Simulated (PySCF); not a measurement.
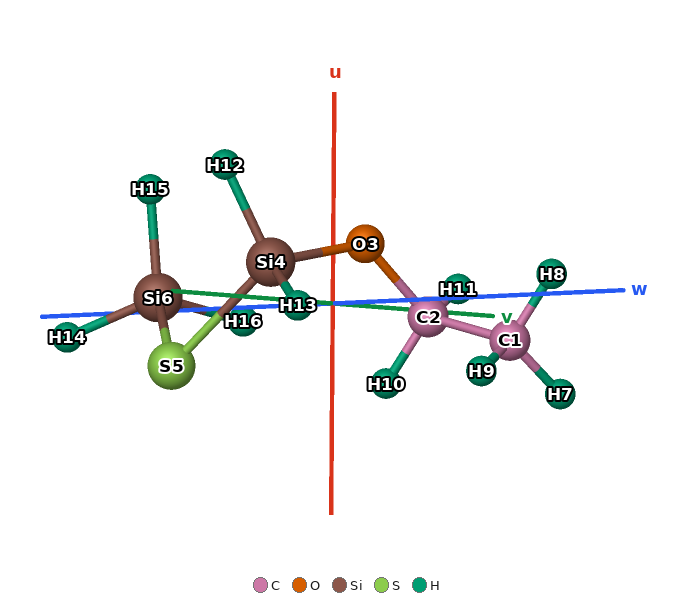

The lines u, v and w are the principal axes of the static dipole polarisability. The geometry was computed by an optimisation with PBE0-D3(BJ)/def2-SVP. No frequency run is at hand to confirm it as a minimum. Level of theory: PBE0/def2-SVPD (PySCF 2.14.0).

Question. Along which axis is the molecule most polarisable, and along which least?

Answer. Most along w (close to the long direction C1···Si6), least along u.

Question. Give the three principal values.

Answer. u 91.5, v 100.3, w 119.4 bohr³; mean 103.7, anisotropy 24.7 bohr³.
